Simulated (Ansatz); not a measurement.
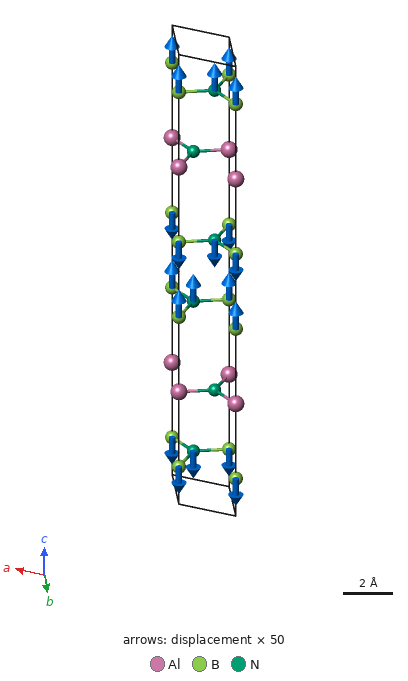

A relaxation of crystalline AlB2N3 (a generated structure, set up in P6_3/mmc) (coarse preliminary run). The starting structure is drawn; blue arrows show the displacements (the part carried along by the change of the cell is left out), 50 times their true length.

Style: ball-and-stick. Shown: the cell of the calculation, from a free direction.

Method: DFT PBE, scalar-relativistic, plane waves, PAW (Ansatz).

Input file:
```yaml
crystal:
  lattice:
    - [2.59105159, 0.0, 0.0]
    - [-1.2955258, 2.2439165, 0.0]
    - [0.0, 0.0, 21.29670812]
  atoms:
    - { symbol: Al, position: [0.0, 0.0, 0.25] }
    - { symbol: Al, position: [0.0, 0.0, 0.75] }
    - { symbol: B, position: [0.0, 0.0, 0.91666667] }
    - { symbol: B, position: [0.0, 0.0, 0.58333333] }
    - { symbol: B, position: [0.0, 0.0, 0.08333333] }
    - { symbol: B, position: [0.0, 0.0, 0.41666667] }
    - { symbol: "N", position: [0.66666667, 0.33333333, 0.75] }
    - { symbol: "N", position: [0.66666667, 0.33333333, 0.08333333] }
    - { symbol: "N", position: [0.66666667, 0.33333333, 0.41666667] }
    - { symbol: "N", position: [0.33333333, 0.66666667, 0.91666667] }
    - { symbol: "N", position: [0.33333333, 0.66666667, 0.25] }
    - { symbol: "N", position: [0.33333333, 0.66666667, 0.58333333] }
basis:
  ecutwfc: 420
kpoints:
  mp_grid: { grid: [6, 6, 1] }
hamiltonian:
  xc: pbe
scf:
  occupations: { method: gaussian, width: 0.1 }
  lower_state_search: "off"
output:
  forces: true
  stress: true
  eigenvalues: true
relax:
  adjacent_minimum: "off"
  f_tol: 0.04
  max_steps: 70
  cell: { stress_tol: 0.4 }
```

Launched with:
```bash
ansatz run input.yaml --threads 1 --pin off --max-ram 2560MiB --backend cpu --events-out ev --progress --plain --runs-dir out
```

Question: What happened in the run?

Answer: After 8 accepted moves (11 points after the start) the energy has fallen by 3.390 eV per cell of the calculation. Largest force component: 0.023 eV/Å at the start, 0.0053 eV/Å at the end. The pressure goes from 46.08 to 0.05 GPa. At 3 points the geometry stayed and the basis and grid were re-selected for the new cell (energy shift of 0.154 eV per cell of the calculation at most each time). The largest moves relative to the cell, 0.026 Å, are those of 8 atoms (B3, B4, B5, B6 and others). N9 goes along +c. Largest moves by element: N 0.026 Å, B 0.026 Å. Al stays in place. Cell: a = b 2.591 → 2.768 Å (+6.8 %), c 21.297 → 24.268 Å (+14.0 %). Volume +30.1 %. Near-neighbour distances that change, for instance: B3–N10 1.496 → 1.598 Å, Al1–N11 1.496 → 1.598 Å. The space group stays P6_3/mmc (No. 194). Cost: 38 s on 1 thread of Arm Neoverse V1 (shared host), peak memory 0.39 GiB.

Limits of the set-up: layers or molecules are held without a dispersion correction, so their spacing is unreliable.
